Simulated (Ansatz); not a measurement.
# Pt wire along [100], 13 atoms a period: bands along the axis, part 2 of 2

What gap, if any, does the Pt wire along [100], 13 atoms a period have, and how many channels would it open?

Ansatz 0.2.0; DFT PBE, plane waves, PAW; relaxation of a wire's period; PAW set soft_1 (the session's first sound run).

So far: The structure; Relaxation of atoms and period.

## (2) Relaxation of atoms and period (continued)

The steps of the relaxation:

| step | energy less that of the first step (eV) | largest force component (eV/Å) | pressure (GPa) | volume (Å³) |
| --- | --- | --- | --- | --- |
| 1 | 0.0000 | 2.4145 | -3.66 | 862.55 |
| 2 | -1.8022 | 0.4320 | -0.35 | 846.08 |
| 3 | -1.8770 | 0.1883 | 0.36 | 857.96 |
| 4 | -1.9077 | 0.0860 | 0.15 | 870.48 |
| 5 | -1.9006 | 0.1174 | -0.34 | 882.08 |
| 6 | -1.9121 | 0.0041 | 0.00 | 876.28 |
| 7* | -1.9137 | 0.0038 | 0.01 | 876.28 |

Relaxation steps marked * repeat the geometry before them on a plane-wave basis chosen anew for their cell, so energy and pressure can jump there. Relaxation step 5 was tried and not accepted.

The run keeps the 16 symmetry operations that it works with, so distortions that break them were not tested.

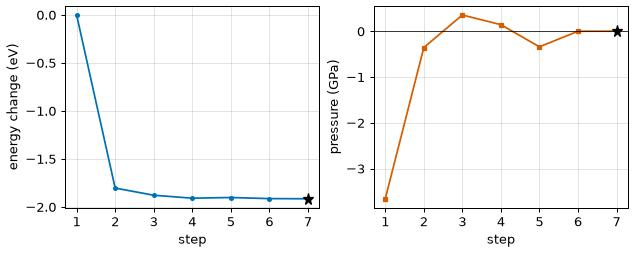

Energy and pressure along the relaxation. Stars mark steps on a basis chosen anew.

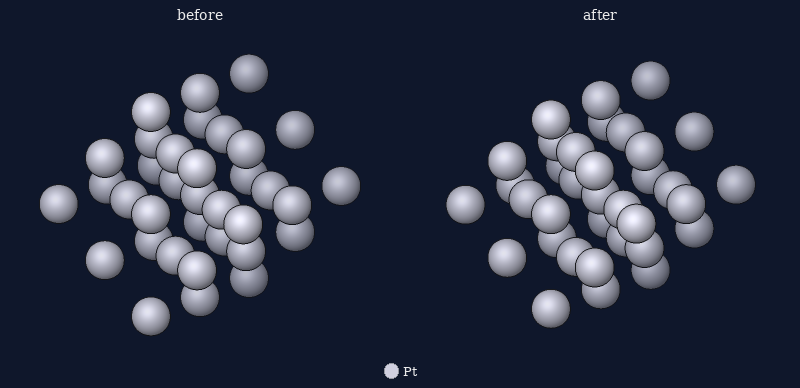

Before and after, at one scale.

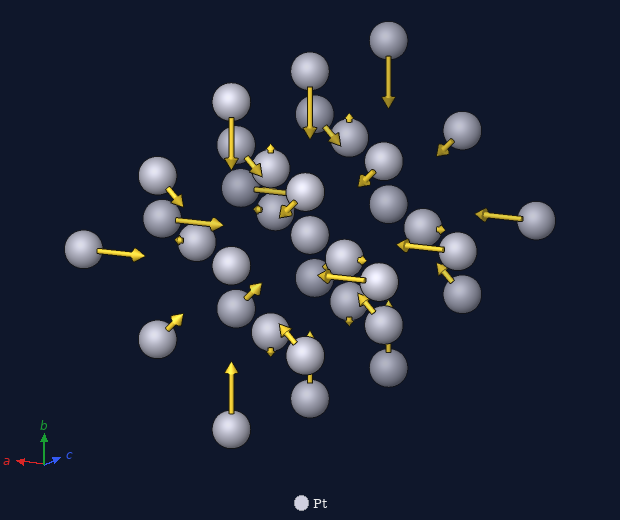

Displacements in the relaxation, exaggerated, measured against the changing cell; the longest in the cell stands for 0.29 Å. 1×1×2 cells are drawn. Some periodic images of atoms are drawn too.

| cell as run | before | after | change |
| --- | --- | --- | --- |
| c (Å) | 3.970 | 4.033 | +1.6 % |

The atoms that moved most (Å, along periodic axes as changes of fractional coordinates times the final cell, across vacuum about the mean position):

| atom | dx | dy | dz | length |
| --- | --- | --- | --- | --- |
| Pt6 | 0.000 | -0.293 | 0.000 | 0.293 |
| Pt9 | -0.293 | 0.000 | 0.000 | 0.293 |
| Pt4 | 0.000 | 0.293 | 0.000 | 0.293 |
| Pt1 | 0.293 | 0.000 | 0.000 | 0.293 |
| Pt3 | 0.101 | -0.101 | 0.000 | 0.143 |
| Pt7 | -0.101 | 0.101 | 0.000 | 0.143 |
| Pt2 | 0.101 | 0.101 | 0.000 | 0.143 |
| Pt8 | -0.101 | -0.101 | 0.000 | 0.143 |

This step gave:

```yaml
energy_at_zero_smearing: -162807.4004 eV
cell_length_along_the_wire: 4.033 Å
```

The cell's length comes to 4.033 Å with spin left out.

## (3) Bands of the perfect wire

This step: DFT PBE, plane waves, PAW; bands of a perfect wire; PAW set soft_1 (Ansatz 0.2.0).

At the relaxed period the bands are computed along the axis; those that cross an energy going forward count the channels that a perfect wire would open there.

File input.yaml:

```yaml
crystal:
  lattice:
    - [14.74, 0.0, 0.0]
    - [0.0, 14.74, 0.0]
    - [0.0, 0.0, 4.0331734819]
  atoms:
    - { symbol: Pt, position: [0.250550618, 0.5, 0.0] }
    - { symbol: Pt, position: [0.372210073, 0.372210073, 0.0] }
    - { symbol: Pt, position: [0.372210073, 0.627789927, 0.0] }
    - { symbol: Pt, position: [0.5, 0.250550618, 0.0] }
    - { symbol: Pt, position: [0.5, 0.5, 0.0] }
    - { symbol: Pt, position: [0.5, 0.749449382, 0.0] }
    - { symbol: Pt, position: [0.627789927, 0.372210073, 0.0] }
    - { symbol: Pt, position: [0.627789927, 0.627789927, 0.0] }
    - { symbol: Pt, position: [0.749449382, 0.5, 0.0] }
    - { symbol: Pt, position: [0.361688982, 0.5, 0.5] }
    - { symbol: Pt, position: [0.5, 0.361688982, 0.5] }
    - { symbol: Pt, position: [0.5, 0.638311018, 0.5] }
    - { symbol: Pt, position: [0.638311018, 0.5, 0.5] }
kpoints:
  mp_grid: { grid: [1, 1, 20] }
  band_path: { path: ["Γ", Z], npoints: 90 }
scf:
  occupations: { method: fermi_dirac, width: 0.05 }
hamiltonian:
  xc: pbe
  pseudopotentials: { kind: paw, azcp: { folder: soft_1 } }
output:
  dos: { e_range: [-5, 4] }
  write_potential: true
  write_density: true
  volumetric_format: npy
```

On the command line:

```sh
ansatz run input.yaml --threads 4 --pin off --max-ram 16384MiB --backend cpu --events-out ev --progress --plain --runs-dir out
```

Numbers of over 12 decimals in the logs are rounded to 6 here.

Log:

```text
[...]
Crystal: 13 atoms, lattice volume = 876.278 Å³
Basis set: ecut = 420 eV, 17185 PW (Γ)
Bands: 141, of which v1, the nominal top of the filled ones, is band 117 counted from 1 (116 counted from 0)
Symmetry: 16 space group operations
[...]
k-points: 11 of 20
[...]
SCF iter   1: F=—  HF=-162811.364206 eV  |F-HF|=—  |Δ(HF+E_count)|=         —  Δρ=3.87e-2  dr2=1.28e1  ethr=3.10e-3  ⟨swp⟩=7.5  Hψ=6194  notcnv=0  defer=39
[...]
SCF iter  13: F=-162807.498696 eV  HF=-162807.498696 eV  |F-HF|=5.97e-9  |Δ(HF+E_count)|=   1.63e-9  Δρ=1.20e-6  dr2=2.01e-8  ethr=4.27e-11  ⟨swp⟩=13.5  Hψ=5282  notcnv=0
SCF 1 converged in 13 iterations: F = -162807.498696 eV  dr2 = 2.01e-8
[...]
NSCF: frozen V_eff on 91 k-points
WARN: The output density's exchange-correlation potential varies sharply where the density is thin. Do not read a vacuum level from v_tot or v_xc, or from such a field of the output density. On a cell that repeats whose density bears no net charge and no dipole along the vacuum's axis use v_es (v_loc + v_h of the components); under efield.dipole_correction with no amplitude use v_es + v_field, which holds any externa [...]
SCF converged after 13 iterations
Free energy (F): -162807.498696 eV
[...]
Internal energy: -162807.299722 eV  (E = F + TS)
E sigma→0 (E₀):  -162807.399209 eV
Entropy (-TS):   -0.198973 eV (-15.306 meV/atom)
Fermi energy:    1.514254 eV
[...]
--- Band table (eV; the first three rows and the last of 11) ---
  k-point 0: bands = [... 113 lower, 1.3436, 1.3436, 1.3857, 1.5001, 1.5455, 1.7163, 1.7163, 1.7301, ... 20 higher]
  k-point 1: bands = [... 113 lower, 1.3919, 1.3925, 1.3925, 1.4991, 1.5495, 1.7091, 1.7091, 1.7349, ... 20 higher]
  k-point 2: bands = [... 113 lower, 1.4237, 1.4281, 1.4281, 1.4871, 1.5614, 1.7119, 1.7119, 1.7491, ... 20 higher]
  k-point 10: bands = [... 113 lower, 1.3942, 1.3998, 1.4317, 1.4317, 1.4480, 1.6691, 1.6691, 1.7158, ... 20 higher]
```

Elapsed: 2.1 min, on 4 threads of Intel Xeon Platinum 8375C at 2.90GHz (Ice Lake), shared host; peak memory 5.6 GiB.

The column dr2 measures how far the density is from self-consistency, as an energy; F and HF (Harris–Foulkes) agree once it is small.

This step gave:

```
energy at zero smearing : -162807.3992 eV
band gap                : 0 eV
```

The electronic bands at the labelled points (eV, zero at the Fermi level; # counts the bands kept):

| point | #56 | #57 | #58 | #59 | #60 | #61 | #62 | #63 |
| --- | --- | --- | --- | --- | --- | --- | --- | --- |
| Γ | -0.17 | -0.17 | -0.13 | -0.01 | 0.03 | 0.20 | 0.20 | 0.22 |
| Z | -0.12 | -0.11 | -0.08 | -0.08 | -0.07 | 0.15 | 0.15 | 0.20 |

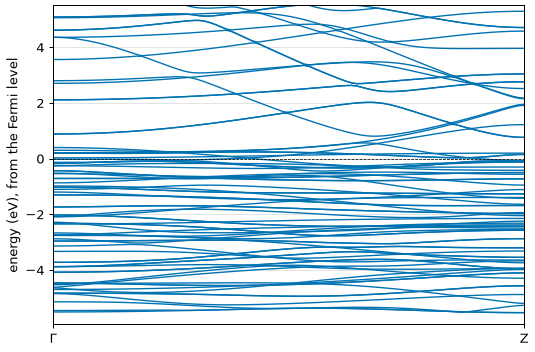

Electronic bands along the path.

Between Γ and Z the bands cross the Fermi level 3 times, so a perfect wire would conduct at least 3 G₀, with spin left out.

## (4) Outcome

| Item | Value |
| --- | --- |
| cell length, PBE | 4.033 Å |
| ballistic conductance by band crossings, a lower bound, PBE | 3 G₀ |

What this shows: Under PBE the cell's length is 4.03 Å, and the bands cross the Fermi level 3 times between Γ and Z, which gives a perfect wire at least 3 G₀ (opposite crossings within one step of the path cancel in such a count). No spin was allowed, though thin wires with open d shells can turn magnetic. Spin-orbit coupling is left out, which matters for the bands of heavy atoms.

[Logs are printed without paths, hosts, clocks, repeated set-up lines and the standing remarks that a program may print on its own settings, such as how far it seeks lower states.]

[Hosts, paths, dates, database ids (printed as entryN), source tags and the programs' standing remarks are cut or masked in the printed files.]
